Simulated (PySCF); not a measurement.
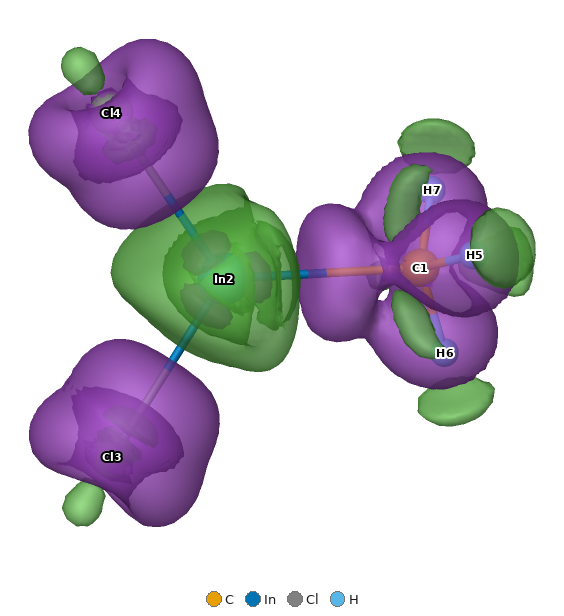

Figure. CH₃Cl₂In, SMILES `C[In](Cl)Cl`. Deformation density (molecule less spherical, spin-averaged free atoms at the same positions), surfaces at ±0.04 e/Å³; purple: gain, green: loss.

Method: ωB97X/def2-TZVP; geometry: GFN2-xTB; program: PySCF. Core potentials replace the inner electrons of In; spin–orbit coupling isn't included. No frequency check shows the geometry to be a minimum. GFN2-xTB bond lengths at metals and heavier atoms can be off by up to 0.1 Å and shapes distorted, which carries into these values.

Cartesian coordinates (Å):

```
C1       0.0201    2.4725   -0.0017
In2      0.0007    0.2426    0.0005
Cl3      1.9168   -1.0441   -0.0004
Cl4     -1.9294   -1.0233   -0.0004
H5      -0.2973    2.8121    0.9807
H6       1.0328    2.7975   -0.2170
H7      -0.6757    2.8132   -0.7628
```

How much density has each bond gained at its critical point, relative to the free atoms?

C1–H6: +0.74 e/Å³ at the bond critical point (bond length 1.08 Å, Mayer order 1.0). C1–H7: +0.73 e/Å³ at the bond critical point (bond length 1.09 Å, Mayer order 1.0). C1–H5: +0.72 e/Å³ at the bond critical point (bond length 1.09 Å, Mayer order 1.0). C1–In2: +0.15 e/Å³ at the bond critical point (bond length 2.23 Å, Mayer order 1.0). In2–Cl3: +0.06 e/Å³ at the bond critical point (bond length 2.31 Å, Mayer order 1.0). In2–Cl4: +0.06 e/Å³ at the bond critical point (bond length 2.31 Å, Mayer order 1.0). In all, 1.7 electrons gather in the regions of gain relative to the promolecule. A small or negative value marks a very polar bond, one between electron-rich atoms, whose free-atom densities already overlap strongly, a long bond to a heavier atom, or a closed-shell contact such as a hydrogen bond.
